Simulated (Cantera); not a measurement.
Charge: 1 mol Si₂Cl₆, 2.2 mol NH₃, 10 mol N₂, held at 1.33 mbar.

Method: chemical equilibrium by Gibbs-energy minimisation in Cantera with the NASA 1993 tables (ideal gas, pure condensed phases). Candidate condensed phases: NH₄Cl, Si, Si₃N₄; 28 gas species. The feed counts by its element totals alone. The tables' values for SiCl₃, SiCl are old estimates; treat these amounts as uncertain. Kinetics and transport are ignored.

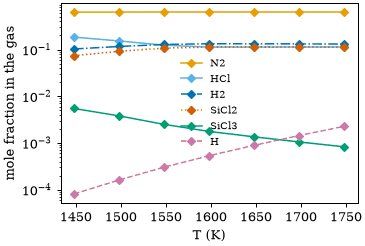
*Equilibrium gas composition (values under 1e-9 drawn at 1e-9)*

From 1448 K to 1548 K the condensed part is Si₃N₄(s). From 1598 K to 1748 K nothing is condensed. The main Si-bearing gas is SiCl₂ throughout.
